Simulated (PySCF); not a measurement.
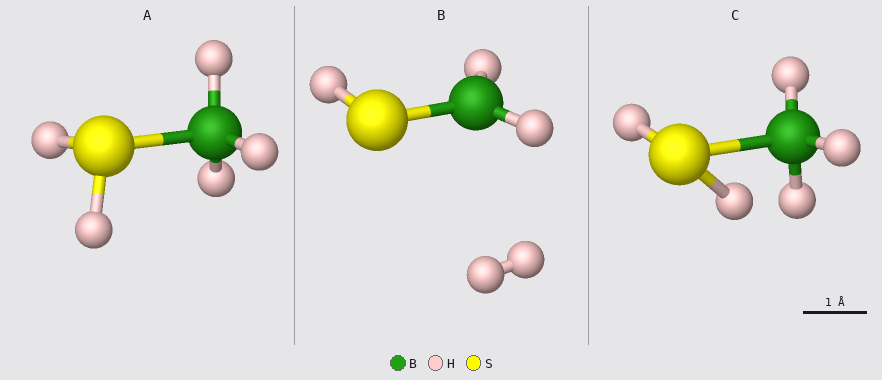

Three geometries of BH5S: a saddle point and the two minima that it joins, in shuffled order. The picture is a ball-and-stick view, seen at a tilt. Sticks join atoms that are closer than about 1.2 times the sum of their covalent radii (a little more with hydrogen).

Stationary points at PBE0-D4/def2-TZVP, single-point energies with CCSD(T)/CBS, PBE0-D4, PBE-D4, r2SCAN-D4, B3LYP-D4, BHLYP-D4 (def2-TZVPP where no basis is named; PySCF 2.14.0). The energies are electronic, without zero-point or thermal terms, and both ends are the minima reached downhill from the saddle, with any fragments still in contact. CCSD(T)/CBS stands for a frozen-core estimate: MP2 correlation extrapolated from def2-TZVPP and def2-QZVPP, CCSD(T) minus MP2 from the smaller set.

### Which frame is the transition state, what reaction does it lead through, and what barrier is to be expected?

Frame C is the saddle point. Counted by bonded pieces, A holds BH₅S and B holds BH₃S + H₂. From A over the saddle to B, a bond forms: H–H (2.83 → 1.17 → 0.75 Å). Bonds break: B–H (1.20 → 1.27 → 3.20 Å), H–S (1.35 → 1.57 → 3.77 Å). The saddle has one imaginary mode, 738i cm⁻¹. With CCSD(T)/CBS the barrier is 18.3 kcal/mol from A and 24.5 kcal/mol from B, and B lies 6.2 kcal/mol below A.

```csv
level,barrier from A (kcal/mol),barrier from B (kcal/mol),B less A (kcal/mol)
CCSD(T)/CBS,18.3,24.5,−6.2
PBE0-D4,16.0,18.3,−2.2
PBE-D4,13.6,16.1,−2.4
r2SCAN-D4,15.1,19.0,−3.8
B3LYP-D4,18.2,24.1,−5.9
BHLYP-D4,21.5,27.4,−5.9
```

Against CCSD(T)/CBS, B3LYP-D4 comes closest on the barrier from A (−0.1 kcal/mol) and PBE-D4 misses most (−4.7 kcal/mol).
